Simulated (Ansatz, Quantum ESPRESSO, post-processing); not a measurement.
# The work function of Mo(110), 5 layers, level by level, part 5 of 5

Aim: the work function of each face of Mo(110), 5 layers, and how it moves with functional, pseudopotentials and boundary condition.

Quantum ESPRESSO 7.5; plane-wave DFT, PBE, GBRV ultrasoft pseudopotentials; cross-check by Ansatz 0.2.0 with PAW datasets.

So far. Step 10 (Electrostatic potential): The upper face goes from 4.558 eV (PBE, GBRV) to 4.836 eV, a change of +0.278 eV. Step 13 (Potential by pp.x): The upper face goes from 4.558 eV (PBE, GBRV) to 4.580 eV, a change of +0.022 eV.

## (14) Cross-check with Ansatz

A second code with its own PAW datasets, on the same atoms.

Level of this step: plane-wave DFT, PBE, Ansatz PAW (Ansatz 0.2.0).

File input.yaml:

```yaml
crystal:
  lattice:
    - [2.2273863607, -1.575, 0.0]
    - [2.2273863607, 1.575, 0.0]
    - [0.0, 0.0, 24.909545443]
  atoms:
    - { symbol: Mo, position: [0.0, 0.0, 0.3234009081] }
    - { symbol: Mo, position: [0.5, 0.5, 0.4093218881] }
    - { symbol: Mo, position: [0.0, 0.0, 0.5] }
    - { symbol: Mo, position: [0.5, 0.5, 0.5906781119] }
    - { symbol: Mo, position: [0.0, 0.0, 0.6765990919] }
kpoints:
  mp_grid: { grid: [10, 10, 1] }
hamiltonian:
  xc: pbe
scf:
  occupations: { method: fermi_dirac, width: 0.1 }
  convergence: { dr2_threshold: 1.0e-08 }
efield:
  axis: 3
  dipole_correction: true
  ramp_position: 0.97
  ramp_width: 0.04
output:
  write_potential: true
  write_density: true
  volumetric_format: npy
```

Launch:

```sh
$ ansatz run input.yaml --threads 4 --pin off --max-ram 8192MiB --backend cpu --events-out ev --progress --plain --runs-dir out
```

Numbers of over 12 decimals in the logs are rounded to 6 here.

The program printed:

```text
Engine: ansatz 0.2.0, aarch64-unknown-linux-gnu
Pseudopotentials: kind: paw
Pseudopotential: Mo, paw, valence charge 14, recommended cutoff 420 eV (normal), Mo.paw.azcp
Functional definition: PBE
  parameter kappa = 0.804
  parameter beta = 0.066725
  exchange = pbe_x(kappa = kappa, mu = beta*pi^2/3)
  correlation = pbe_c(beta = beta)
Crystal: 5 atoms, lattice volume = 174.772 Å³
Basis set: ecut = 420 eV, 3465 PW (Γ)
Bands: 42, of which v1, the nominal top of the filled ones, is band 35 counted from 1 (34 counted from 0)
Symmetry: 4 space group operations
k-points: 31 of 100
Non-local potential: Mo, projectors of the file, l = 0: 3, l = 1: 2, l = 2: 2, l = 3: 1
PAW form: soft (Blöchl's): semilocal exchange-correlation on the pseudo side does not see the compensation charge
PAW one-centre angular grid: Mo, 590 points (default); XC on 64 Gauss nodes
Initial density: superposition of atomic densities (neutral atoms: chi_scale 0, normalization atom), corrected by the library's trained network
Initial wavefunctions: pseudopotential atomic-orbital guess
Functional: x = pbe(κ = 0.804, μ = 0.219515), c = pbe(β = 0.066725)
SCF iter   1: F=—  HF=-24777.696701 eV  |F-HF|=—  |Δ(HF+E_count)|=         —  Δρ=3.99e-3  dr2=2.23e-1  ethr=1.77e-3  p=0.001 e·Å  D=6.31e-4 V/Å  ΔV_dip=-0.02 eV  dr2_dipole=9.29e-4  V_vac-E_F(+/−)=4.74/4.75 eV  ⟨swp⟩=8.9  Hψ=13715  notcnv=0  defer=2
efield: sawtooth ramp at fractional position 0.9700 (set: `efield.ramp_position`, or a place that a band, a saddle search or an elastic batch's reference lends), width 0.0400; the density the first Hamiltonian is built on has a dipole p = 0.001 e·Å; the dipole correction subtracts the counter field D = 6.31e-4 V/Å, which shifts the + side's vacuum level by -0.02 eV against the − side's; the planar-averaged density in the ramp window peaks in size at 5.1e-5 e/Å³
automatic band count: the SCF goes on with 49 bands, as 42 were too few: the levels above may hold too much charge
preconditioner: auto → LDOS  [metal: Δε(μ)=0.057 eV  Ē_g=5.113 eV  σ=0.100 eV  W_gap=0.14  n_scr=18 (ndim 8)  ℏωp=15.4 eV  f_vac=0.492  D(μ)=4.56/eV (n_scr^D=16)  β→1.0]
SCF iter   2: F=—  HF=-24777.693889 eV  |F-HF|=—  |Δ(HF+E_count)|=   2.81e-3  Δρ=1.72e-3  dr2=2.45e-2  ethr=3.19e-4  p=0.000 e·Å  D=2.81e-6 V/Å  ΔV_dip=-0.00 eV  dr2_dipole=1.45e-6  V_vac-E_F(+/−)=4.55/4.55 eV  ⟨swp⟩=1.7  Hψ=1873  notcnv=0  defer=12
SCF iter   3: F=—  HF=-24777.691452 eV  |F-HF|=—  |Δ(HF+E_count)|=   2.44e-3  Δρ=4.28e-4  dr2=1.24e-3  ethr=3.49e-5  p=0.000 e·Å  D=5.23e-5 V/Å  ΔV_dip=-0.00 eV  dr2_dipole=1.98e-6  V_vac-E_F(+/−)=4.57/4.57 eV  ⟨swp⟩=2.0  Hψ=1962  notcnv=0  defer=12
SCF iter   4: F=—  HF=-24777.691339 eV  |F-HF|=—  |Δ(HF+E_count)|=   1.13e-4  Δρ=1.31e-4  dr2=5.20e-5  ethr=1.77e-6  p=0.000 e·Å  D=2.32e-5 V/Å  ΔV_dip=-0.00 eV  dr2_dipole=2.83e-7  V_vac-E_F(+/−)=4.55/4.55 eV  ⟨swp⟩=2.5  Hψ=2204  notcnv=0  defer=12
SCF iter   5: F=—  HF=-24777.691342 eV  |F-HF|=—  |Δ(HF+E_count)|=   3.45e-6  Δρ=5.01e-5  dr2=1.54e-5  ethr=7.43e-8  p=0.000 e·Å  D=8.07e-6 V/Å  ΔV_dip=-0.00 eV  dr2_dipole=4.01e-9  V_vac-E_F(+/−)=4.55/4.55 eV  ⟨swp⟩=3.0  Hψ=2584  notcnv=0  defer=12
SCF iter   6: F=—  HF=-24777.691350 eV  |F-HF|=—  |Δ(HF+E_count)|=   7.10e-6  Δρ=1.79e-5  dr2=2.36e-6  ethr=2.20e-8  p=0.000 e·Å  D=2.75e-6 V/Å  ΔV_dip=-0.00 eV  dr2_dipole=5.36e-11  V_vac-E_F(+/−)=4.54/4.54 eV  ⟨swp⟩=2.1  Hψ=1903  notcnv=0  defer=12
SCF iter   7: F=—  HF=-24777.691431 eV  |F-HF|=—  |Δ(HF+E_count)|=   8.18e-5  Δρ=3.98e-6  dr2=1.08e-7  ethr=3.38e-9  p=0.000 e·Å  D=1.62e-7 V/Å  ΔV_dip=-0.00 eV  dr2_dipole=2.39e-10  V_vac-E_F(+/−)=4.54/4.54 eV  ⟨swp⟩=2.0  Hψ=1921  notcnv=0  defer=12
SCF iter   8: F=-24777.691431 eV  HF=-24777.691431 eV  |F-HF|=2.07e-9  |Δ(HF+E_count)|=   2.49e-8  Δρ=1.37e-6  dr2=5.63e-9  ethr=1.43e-11  p=-0.000 e·Å  D=-1.40e-7 V/Å  ΔV_dip=0.00 eV  dr2_dipole=9.63e-12  V_vac-E_F(+/−)=4.54/4.54 eV  ⟨swp⟩=8.8  Hψ=5114  notcnv=0
SCF 1 converged in 8 iterations: F = -24777.691431 eV  dr2 = 5.63e-9
  greatest PAW one-centre occupation: 0.998 electrons in one spin orbital (limit 2), on the Mo atom at site 0 (counted from 0), in its partial waves of l = 0
WARN: The output density's exchange-correlation potential varies sharply where the density is thin. Do not read a vacuum level from v_tot or v_xc, or from such a field of the output density. On a cell that repeats whose density bears no net charge and no dipole along the vacuum's axis use v_es (v_loc + v_h of the components); under efield.dipole_correction with no amplitude use v_es + v_field, which holds any externa [...]
SCF converged after 8 iterations
Free energy (F): -24777.691431 eV
Harris-Foulkes:  -24777.691431 eV  (|F-HF|=2.07e-9)
Internal energy: -24777.541823 eV  (E = F + TS)
E sigma→0 (E₀):  -24777.616627 eV
Entropy (-TS):   -0.149608 eV (-29.922 meV/atom)
Fermi energy:    7.022995 eV
Dipole field:    D = 0.000004 V/Å  (p = 0.000004 e·Å, saw-weighted, corrected)
Work function:   Φ+ = 4.5388 eV   Φ− = 4.5389 eV
Levels:          The Fermi level and band energies are counted from a zero that moves with the ramp; work functions are not
--- Per-component energies (eV) ---
  E_band       = -1253.602379
  E_kinetic    = 2201.367290
  E_local      = -86645.552492  (includes V_loc(G=0)·N_el)
  E_nonlocal   = 716.014466
  E_hartree    = 42168.095060
  E_xc         = -914.632130
  E_vxc        = -1141.189067  (∫ρ·V_xc dr)
  E_paw        = -16006.778464  (= ΣΔE_a)
  E_vpaw       = -720.429743  (= ΣTr[D̂ρ^β])
  E_aug_tail   = 0.000213  (compensation charges beyond the density's cutoff)
  E_efield     = 0.000000  (sawtooth field / dipole correction)
  E_vefield    = -0.000075  (∫n·V_field dr)
  E_ewald      = 33703.944234
  E_smearing   = -0.149608  (= −TS)
  E_closure    = 0.000000  (closes the sum)
  Σ components = -24777.691431   (vs F -24777.691431, Δ=0.00e0)
--- Band table (eV; the first three rows and the last of 31) ---
  k-point 0: bands = [... 31 lower, 5.6878, 5.7401, 5.9149, 6.0953, 6.6822, 7.4866, 8.1075, 8.2713, ... 10 higher]
  k-point 1: bands = [... 31 lower, 5.4943, 5.6064, 5.9296, 6.2988, 6.7963, 7.1919, 7.4251, 7.9823, ... 10 higher]
  k-point 2: bands = [... 31 lower, 5.2473, 5.4478, 5.9240, 6.1255, 6.8762, 7.0974, 7.8267, 7.9779, ... 10 higher]
  k-point 30: bands = [... 31 lower, 6.5218, 7.5126, 7.7559, 7.8243, 8.4537, 8.6496, 8.8092, 9.5194, ... 10 higher]
```

Run time: 7.8 s. Hardware: 4 threads of Arm Neoverse V2, shared host; peak memory 0.62 GiB; 29 s of CPU time.

This step gave:

```
free energy                     : -24777.6914 eV
energy at zero smearing         : -24777.6166 eV
smearing term TS                : 0.1496 eV
Fermi energy                    : 7.023 eV
symmetry operations             : 4
work function of the upper face : 4.539 eV
work function of the lower face : 4.539 eV
dipole along the normal         : 4.18e-6 e·Å
```

The potential energy (planar mean) oscillates, so the rows of the table below give means over windows of 2.21 Å about each position, cut where the curve ends. Its maxima inside the range that stand out by 2 % of the span (Å: eV): 9.1: -3.06, 11.3: -2.03, 13.6: -2.03, 15.8: -3.06. Its minima: 8.0: -23.4, 10.2: -23.7, 12.5: -23.7, 14.7: -23.7, 16.9: -23.4.

Electrostatic potential energy of an electron, with the sawtooth; zero at the Fermi level. The potential energy by z; means over each step:

```tsv
z (Å)	planar mean (eV)	running mean (eV)
1.10	4.54	4.54
3.31	4.54	4.53
5.53	4.12	3.45
7.73	-11.8	-9.98
9.95	-13.2	-13.2
12.16	-12.8	-12.7
14.37	-12.9	-12.9
16.57	-13.0	-12.5
18.79	2.81	1.00
21.00	4.53	4.51
23.21	4.54	4.54
```

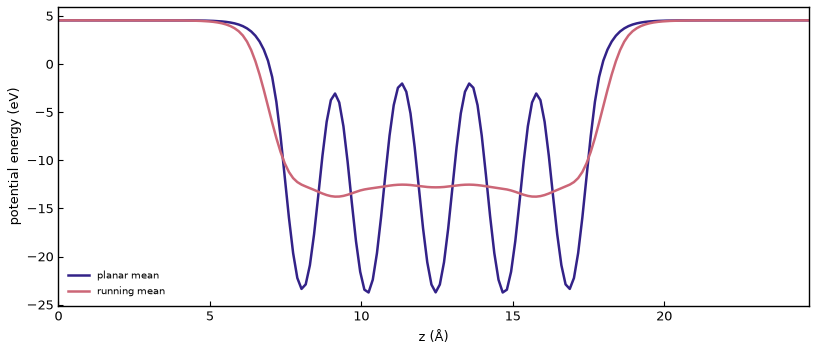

Potential energy against z.

The valence density oscillates, so the rows of the table below give means over windows of 2.21 Å about each position, cut where the curve ends. Its maxima inside the range that stand out by 2 % of the span (Å: e/Å³): 8.0: 1.61, 10.2: 1.60, 12.5: 1.61, 14.7: 1.60, 16.9: 1.61. Its minima: 9.1: 0.360, 11.3: 0.310, 13.6: 0.310, 15.8: 0.360.

Mean over planes. The valence density by z; means over each step:

```tsv
z (Å)	valence density (e/Å³)
3.31	6.7e-5
5.53	0.0125
7.73	0.838
9.95	0.912
12.16	0.894
14.37	0.895
16.57	0.908
18.79	0.0548
21.00	2.9e-4
23.21	0
```

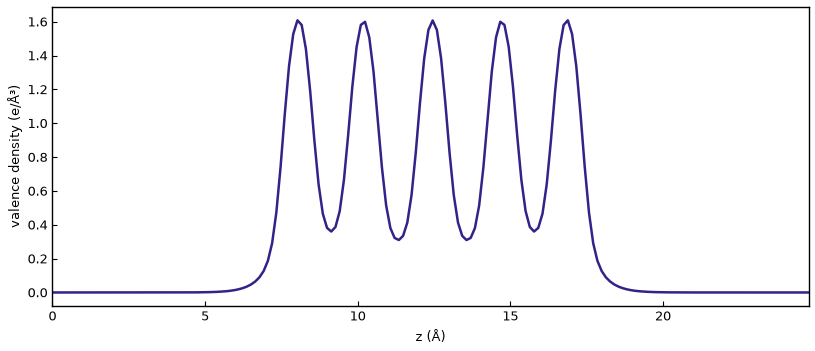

Valence density against z.

Ansatz gives 4.539 eV against 4.558 eV.

## (15) All levels side by side

All levels:

```tsv
level	upper face (eV)	lower face (eV)	dipole (e Å)	CPU time (s)
QE PBE GBRV, periodic	4.558	4.558	-	193.2
QE PBE GBRV, ESM bc1	4.557	4.557	-	420.1
QE LDA GBRV ultrasoft, periodic	4.835	4.836	-	176.8
QE PW91 GBRV ultrasoft, periodic	4.58	4.58	-	196.3
Ansatz PBE PAW, sawtooth	4.539	4.539	4.18e-6	28.89
```

The times are CPU seconds on a shared host; the codes use unlike cutoffs, datasets and smearings, so their times compare unlike work.

## (16) Ground state, with K_POINTS = [3, 3, 1]

How much does a setting matter? One run is repeated with a change.

Level of this step: plane-wave DFT, PBE, GBRV ultrasoft pseudopotentials (Quantum ESPRESSO 7.5).

File esm.w0.in:

```
&control
  prefix = 'esm.w0'
  outdir = './out'
  pseudo_dir = './pseudo'
  calculation = 'scf'
  tprnfor = .true.
/
&system
  ibrav = 0
  nat = 5
  ntyp = 1
  ecutwfc = 40
  ecutrho = 200
  occupations = 'smearing'
  smearing = 'mv'
  degauss = 0.02
  assume_isolated = 'esm'
  esm_bc = 'bc1'
/
&electrons
  conv_thr = 1e-07
  mixing_beta = 0.4
  electron_maxstep = 120
  mixing_mode = 'local-TF'
/
ATOMIC_SPECIES
  Mo  95.9500  mo_pbe_v1.uspp.F.UPF
CELL_PARAMETERS angstrom
  2.22738636073762 -1.57500000000000 0.00000000000000
  2.22738636073762 1.57500000000000 0.00000000000000
  0.00000000000000 0.00000000000000 24.90954544295050
ATOMIC_POSITIONS crystal
  Mo  0.000000000000 0.000000000000 -0.176599091900
  Mo  0.500000000000 0.500000000000 -0.090678111900
  Mo  0.000000000000 0.000000000000 0.000000000000
  Mo  0.500000000000 0.500000000000 0.090678111900
  Mo  0.000000000000 0.000000000000 0.176599091900
K_POINTS automatic
  3 3 1 0 0 0
```

Launch:

```sh
$ OMP_NUM_THREADS=1 mpirun -n 4 pw.x -nk 1 -in esm.w0.in > esm.w0.out
```

The program printed:

```text
[banner, memory and clock lines left out]
Program PWSCF v.7.5 starts
[citation notice left out]

[...]
Message from routine setup:
[...]
bravais-lattice index     =            0
     lattice parameter (alat)  =       5.1551  a.u.
     unit-cell volume          =    1179.4201 (a.u.)^3
     number of atoms/cell      =            5
     number of atomic types    =            1
     number of electrons       =        70.00
     number of Kohn-Sham states=           42
     kinetic-energy cutoff     =      40.0000  Ry
     charge density cutoff     =     200.0000  Ry
     scf convergence threshold =      1.0E-07
     mixing beta               =       0.4000
     number of iterations used =            8  local-TF  mixing
     Exchange-correlation= SLA  PW   PBE  PBE
                           (   1   4   3   4   0   0   0)

     Effective Screening Medium Method
     Boundary Conditions: Vacuum-Slab-Vacuum
     total charge in unit cell        =   0.0000
     grid points for fit at edges     =        4

[...]
PseudoPot. # 1 for Mo read from file:
     ./pseudo/mo_pbe_v1.uspp.F.UPF
     Pseudo is Ultrasoft + core correction, Zval = 14.0
     Generated by new atomic code, or converted to UPF format
     Using radial grid of  889 points,  6 beta functions with:
                l(1) =   0
                l(2) =   0
                l(3) =   1
                l(4) =   1
                l(5) =   2
                l(6) =   2
     Q(r) pseudized with  6 coefficients,  rinner =    1.000   1.000   1.000
                                                       1.000   1.000

     atomic species   valence    mass     pseudopotential
     Mo               14.00    95.95000     Mo( 1.00)

      8 Sym. Ops., with inversion, found

[...]
number of k points=     4  Marzari-Vanderbilt smearing, width (Ry)=  0.0200
[...]
Dense  grid:    56473 G-vectors     FFT dimensions: (  24,  24, 216)

     Smooth grid:    40267 G-vectors     FFT dimensions: (  24,  24, 192)

     Check: negative core charge=   -0.000001

     Initial potential from superposition of free atoms

     starting charge      69.9947, renormalised to      70.0000

     negative rho (up, down):  3.565E-03 0.000E+00
     Starting wfcs are   65 randomized atomic wfcs

     per-process dynamical memory:    20.9 Mb

     Self-consistent Calculation

     iteration #  1     ecut=    40.00 Ry     beta= 0.40
     Davidson diagonalization with overlap
     ethr =  1.00E-02,  avg # of iterations =  1.0

     negative rho (up, down):  1.653E-03 0.000E+00

     total energy              =    -696.34832023 Ry
     estimated scf accuracy    <       0.89245363 Ry

     iteration #  2     ecut=    40.00 Ry     beta= 0.40
[...]
negative rho (up, down):  3.446E-04 0.000E+00

[...]
total energy              =    -696.40474539 Ry
     estimated scf accuracy    <       0.52134929 Ry

     iteration #  3     ecut=    40.00 Ry     beta= 0.40
[...]
negative rho (up, down):  1.569E-04 0.000E+00

[...]
total energy              =    -696.39045808 Ry
     estimated scf accuracy    <       0.17902693 Ry

     iteration #  4     ecut=    40.00 Ry     beta= 0.40
[...]
negative rho (up, down):  9.224E-05 0.000E+00

[...]
total energy              =    -696.43569166 Ry
     estimated scf accuracy    <       0.03291155 Ry

     iteration #  5     ecut=    40.00 Ry     beta= 0.40
[...]
negative rho (up, down):  8.205E-05 0.000E+00

[...]
total energy              =    -696.44947081 Ry
     estimated scf accuracy    <       0.02805617 Ry

     iteration #  6     ecut=    40.00 Ry     beta= 0.40
[...]
negative rho (up, down):  5.985E-05 0.000E+00

[...]
total energy              =    -696.45137301 Ry
     estimated scf accuracy    <       0.02378120 Ry

[...]
iteration # 17     ecut=    40.00 Ry     beta= 0.40
[...]
negative rho (up, down):  3.856E-03 0.000E+00

[...]
total energy              =    -696.44165751 Ry
     estimated scf accuracy    <       0.00000191 Ry

     iteration # 18     ecut=    40.00 Ry     beta= 0.40
[...]
negative rho (up, down):  3.929E-03 0.000E+00

[...]
total energy              =    -696.44162419 Ry
     estimated scf accuracy    <       0.00000061 Ry

     iteration # 19     ecut=    40.00 Ry     beta= 0.40
[...]
negative rho (up, down):  3.960E-03 0.000E+00

[...]
total energy              =    -696.44161086 Ry
     estimated scf accuracy    <       0.00000044 Ry

     iteration # 20     ecut=    40.00 Ry     beta= 0.40
[...]
negative rho (up, down):  3.962E-03 0.000E+00

[...]
End of self-consistent calculation

          k = 0.0000 0.0000 0.0000 (  4987 PWs)   bands (ev):

   -66.4991 -66.4664 -66.2645 -65.8911 -65.8907 -40.9255 -40.6886 -40.1548
   -40.1351 -40.0646 -39.9845 -39.9843 -39.8185 -39.8078 -39.7604 -39.6284
   -39.3586 -39.3564 -39.3540 -39.3540 -11.9572 -11.0485 -10.3109  -9.8247
    -9.8184  -8.4921  -8.1570  -7.3875  -6.7104  -6.6264  -6.5370  -6.2955
    -6.1459  -6.0621  -5.6830  -5.2554  -4.2812  -3.9946  -3.7593  -3.6821
    -3.5769  -3.4918

          k = 0.2041 0.2887 0.0000 (  5073 PWs)   bands (ev):

   -66.3669 -66.3565 -66.1878 -65.8033 -65.8032 -40.9322 -40.8861 -40.7766
   -40.6289 -40.4088 -40.1796 -40.1353 -40.1197 -39.9831 -39.8691 -39.8354
   -39.7236 -39.6825 -39.3670 -39.3653  -9.9694  -9.9269  -9.4714  -8.9282
    -8.7608  -8.1610  -8.0132  -7.5970  -7.5829  -7.0731  -6.9719  -6.3093
    -6.2352  -5.2672  -5.0974  -4.0233  -3.7075  -3.6646  -3.4987  -3.3432
    -3.2598  -3.0006

[...]
the Fermi energy is    -4.8477 ev

!    total energy              =    -696.44160398 Ry
     estimated scf accuracy    <       0.00000001 Ry
     smearing contrib. (-TS)   =       0.00509074 Ry
     internal energy E=F+TS    =    -696.44669471 Ry

     The total energy is F=E-TS. E is the sum of the following terms:
     one-electron contribution =   16821.33402245 Ry
     hartree contribution      =   -8434.63347634 Ry
     xc contribution           =     -96.54897464 Ry
     ewald contribution        =   -8986.59826618 Ry

     convergence has been achieved in  20 iterations

     negative rho (up, down):  3.962E-03 0.000E+00

     Forces acting on atoms (cartesian axes, Ry/au):

     atom    1 type  1   force =     0.00000000    0.00000000    0.01016624
     atom    2 type  1   force =     0.00000000    0.00000000   -0.02556713
     atom    3 type  1   force =     0.00000000    0.00000000    0.00000000
     atom    4 type  1   force =     0.00000000    0.00000000    0.02556713
     atom    5 type  1   force =     0.00000000    0.00000000   -0.01016624

     Total force =     0.038911     Total SCF correction =     0.000735

[...]
```

Wall time 13 s (4 MPI ranks); peak memory 0.39 GiB.

The changed values were drawn from a wide range, not chosen for quality; the comparison shows what they did here together.

Beside the run it was changed from:

```tsv
quantity	this run	unchanged run	difference
vacuum line at the upper end of the cell, over the Fermi level (eV)	4.848	4.557	0.29
vacuum line at the lower end of the cell, over the Fermi level (eV)	4.848	4.557	0.29
free energy (eV)	-9475.571	-9476.535	0.96
wall time (s)	13	105	
SCF iterations	20	29
```

The free energy moves by +1.9e+02 meV an atom.

Levels move by up to 290 meV, so the change matters at the level of the results.

## (17) A check by hand

In the first self-consistent run, on its own zero, the Fermi level is 7.141 eV and the upper vacuum level 11.699 eV: φ = 11.699 − (7.141) = 4.558 eV.

## (18) Results

| Quantity | Value |
| --- | --- |
| work function of the upper face, PBE, GBRV | 4.56 eV |
| work function of the lower face, PBE, GBRV | 4.56 eV |
| upper face by ESM | 4.56 eV |
| upper face by Ansatz | 4.54 eV |

What this shows: At the first level (PBE, GBRV ultrasoft) the work function comes to 4.56 eV on both faces. ESM differs from the periodic treatment by -0 meV on the upper face and -0 meV on the lower. Over the levels tried the upper face spans 4.54 eV (Ansatz PBE PAW, sawtooth) to 4.84 eV (QE LDA GBRV ultrasoft, periodic). Quantum ESPRESSO and Ansatz give 4.56 and 4.54 eV for the upper face, which agree. Ansatz ran with Fermi-Dirac smearing of 0.1 eV against cold smearing of 0.02 Ry, which alone can move a level by some tens of meV. With 10×10 points and so few layers the values hold to some 0.05 to 0.1 eV. The slab is cut at a tabulated measured bulk lattice constant, given to two decimals.

Comparison with the measured values:

```
                             quantity  measured      QE PBE GBRV  QE PBE GBRV, ESM bc1      QE LDA GBRV     QE PW91 GBRV   Ansatz PBE PAW
work function (clean (110) face) (eV)      4.95  4.56 (-0.39 eV)       4.56 (-0.39 eV)  4.84 (-0.11 eV)  4.58 (-0.37 eV)  4.54 (-0.41 eV)
```

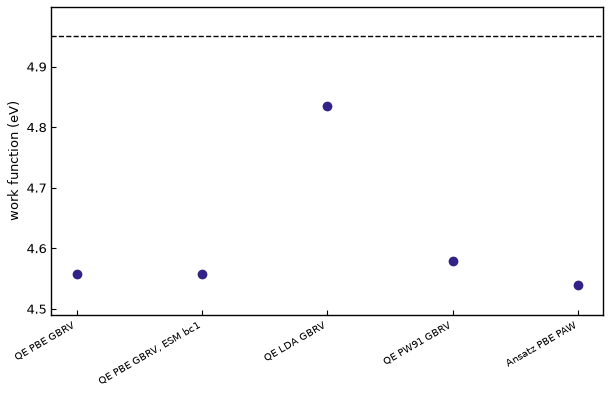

The work function by level; the dashed line is the measured value.

Measured values from arxiv:1902.07811 (2019).

**Verdict.** For the work function, of the levels listed nearest comes QE LDA GBRV (-0.11 eV, good agreement) and farthest Ansatz PBE PAW (-0.41 eV, a clear miss). The grades are ours: good and fair within 3 and 7 % for the work function. Other measurements of the same face can differ from the value quoted by 0.1 to 0.2 eV.

[Logs are printed without paths, hosts, clocks, repeated set-up lines and the standing remarks that a program may print on its own settings, such as how far it seeks lower states.]

[Hosts, paths, dates, database ids (printed as entryN), source tags and the programs' standing remarks are cut or masked in the printed files.]

[Maps of the electrostatic potential energy from Ansatz leave out the sawtooth potential of an applied field or a dipole correction, so their vacuum need not be flat; planar profiles and work functions include it.]
